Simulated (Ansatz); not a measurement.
# LiF (rock salt): generalised stacking-fault energy along a line

LiF (rock salt) is sheared across one {110} plane: the third cell vector gains the shift, so faults repeat every 4.2 Å. The cut lies between planes 1.41 Å apart; the cell height is held.

```yaml
crystal:
  lattice:
    - [2.82150, 0.00000, 0.00000]
    - [0.00000, 3.99020, 0.00000]
    - [1.41075, 1.99510, 4.23224]
  atoms:
    - { symbol: F, position: [0.00000, 0.00000, 0.83333] }
    - { symbol: F, position: [0.33333, 0.33333, 0.16667] }
    - { symbol: F, position: [0.66667, 0.66667, 0.50000] }
    - { symbol: Li, position: [0.00000, 0.50000, 0.83333] }
    - { symbol: Li, position: [0.33333, 0.83333, 0.16667] }
    - { symbol: Li, position: [0.66667, 0.16667, 0.50000] }
```

In-plane vectors a = (2.821, 0.000) Å, b = (0.000, 3.990) Å, area 11.26 Å². The shift is s times the vector b (length 3.990 Å), so s = 1 restores the start. Atoms relax along the normal only. γ = [E(shift) − E(0)] / area.

The numbers are results of r2SCAN (plane waves to 500 eV, PAW, scalar-relativistic; Ansatz, a quantum-chemistry and plane-wave program), not measurements. k mesh 10×10×10 (Γ-centred), Fermi-Dirac smearing 0.05 eV. Energies are extrapolated to zero smearing. Stress and pressure are positive under compression. Faults lie only 4.2 Å apart, and holding the cell height raises γ above its relaxed value. LiF was relaxed with its symmetry unable to fall. The zero of γ is zero shift.

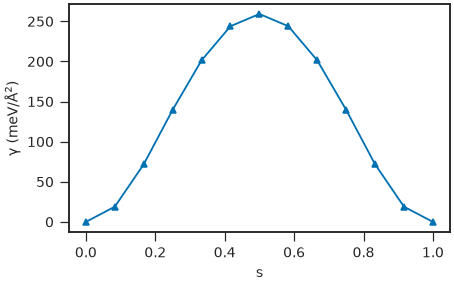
*γ (meV/Å²) against s; one marker a computed point (the last repeats the first, one period on).*

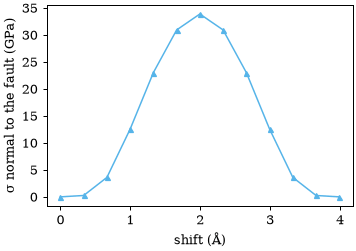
Figure: σ normal to the fault (GPa) against shift (Å); computed points joined by lines (the last repeats the first, one period on).

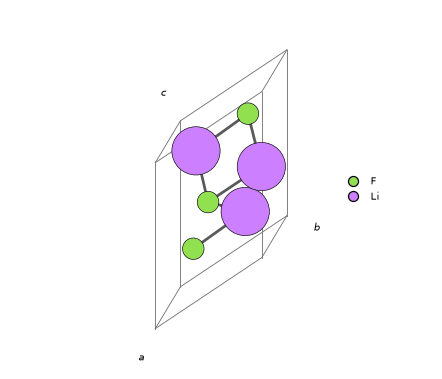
Figure. The cell of the calculation at s = 0.500.

The steepest slope dγ/d(shift) before the first maximum (spline) is 33 GPa and the highest computed γ on the line is 4.15 J/m². Local minima between the ends: no computed point is one. Position of the highest point: s = 0.500.

A slope of 1 mJ/m² per Å is 0.01 GPa.

(The slope of γ gives the shear force per area between the displaced halves; near zero shift its curvature is an elastic stiffness.)
